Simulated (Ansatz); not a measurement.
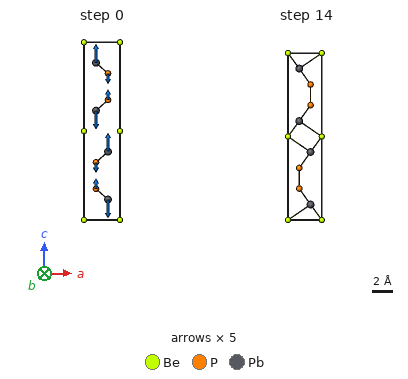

The structure of crystalline BeP$_{2}$Pb$_{2}$ (built on the CaGa2P2-194 type type) before (left) and after (right) a relaxation, at one scale. The blue arrows give the displacements (the part carried along by the change of the cell is left out), magnified 5 times.

A ball-and-stick model of the cell of the calculation, seen along the b axis.

Computed with DFT, PBEsol, plane waves, PAW in Ansatz.

The input:
```yaml
crystal:
  lattice:
    - [4.19628278, 0.0, 0.0]
    - [-2.09814139, 3.63408749, 0.0]
    - [0.0, 0.0, 17.917261]
  atoms:
    - { symbol: Be, position: [0.0, 0.0, 0.0] }
    - { symbol: Be, position: [0.0, 0.0, 0.5] }
    - { symbol: P, position: [0.66666667, 0.33333333, 0.82453344] }
    - { symbol: P, position: [0.33333333, 0.66666667, 0.17546656] }
    - { symbol: P, position: [0.33333333, 0.66666667, 0.32453344] }
    - { symbol: P, position: [0.66666667, 0.33333333, 0.67546656] }
    - { symbol: Pb, position: [0.66666667, 0.33333333, 0.38452144] }
    - { symbol: Pb, position: [0.33333333, 0.66666667, 0.61547856] }
    - { symbol: Pb, position: [0.33333333, 0.66666667, 0.88452144] }
    - { symbol: Pb, position: [0.66666667, 0.33333333, 0.11547856] }
kpoints:
  mp_grid: { grid: [6, 6, 2] }
hamiltonian:
  xc: pbesol
scf:
  occupations: { method: fermi_dirac, width: 0.03 }
relax:
  f_tol: 0.01
  cell: {}
  max_steps: 120
```

Run as
```bash
ansatz run input.yaml --threads 4 --pin off --max-ram 4608MiB --backend cpu --events-out ev --progress --plain --runs-dir out
```

**What changed between the two?**

After 11 accepted moves (14 points after the start) the energy has fallen by 249 meV per atom. Largest force component: 2.2 eV/Å at the start, 0.00078 eV/Å at the end. The pressure goes from −1.51 to −0.01 GPa. The line search rejected the trial steps at points 8, 10 of the run. The SCF was repeated once at an unchanged geometry on a basis and grid sized afresh for the cell, which shifted the energy by 0.3 meV per atom at most. The largest moves relative to the cell, 0.38 Å, are those of Pb7, Pb8, Pb9 and Pb10. Pb8 goes along −c. Largest moves by element: Pb 0.38 Å, P 0.22 Å. Be stays in place. The drawn cell changes as follows: a = b 4.196 → 3.940 Å (−6.1 %), c 17.917 → 16.828 Å (−6.1 %); the volume changes by −17.2 %. Among the contacts that change: P3–P6 2.671 → 2.075 Å, Be1–Pb10 3.186 → 2.758 Å, P3–Pb9 2.650 → 2.786 Å. New bonds form, among them: P3–P6 (2.67 → 2.07 Å), P4–P5 (2.67 → 2.07 Å). Bond angles that change, for instance: Pb9–P3–Pb9 104.7° → 90.0°, P3–Pb9–P3 104.7° → 90.0°. The space group stays P6_3/mmc (No. 194). The run took 42 s on 4 threads of Arm Neoverse V1 (shared host), peak memory 0.78 GiB.
